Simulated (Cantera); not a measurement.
Input: 1 mol Pb, 0.31 mol CO, 0.17 mol N2, equilibrated at 0.100 bar.

These are equilibrium values from Cantera (NASA tables, ideal gas, pure condensed phases), not measurements of a reactor. Candidate condensed phases: C, Pb, PbO, PbO2, Pb3O4; 27 gas species. Rates play no part.

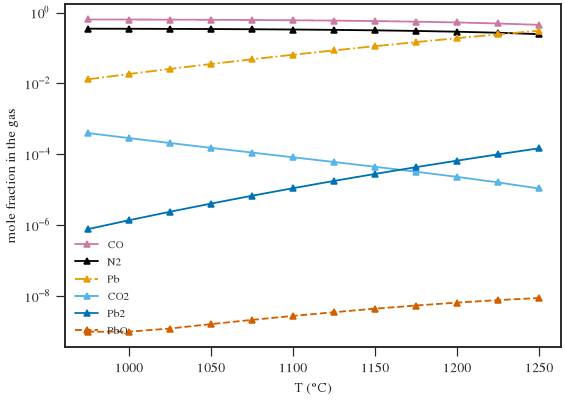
Figure: Equilibrium gas composition (values under 1e-9 drawn at 1e-9)

Task: Read off the mole fractions at 1000 °C.

Result: CO about 0.63, N2 about 0.35, Pb about 0.018, CO2 about 0.00029, Pb2 about 1.4e-6.
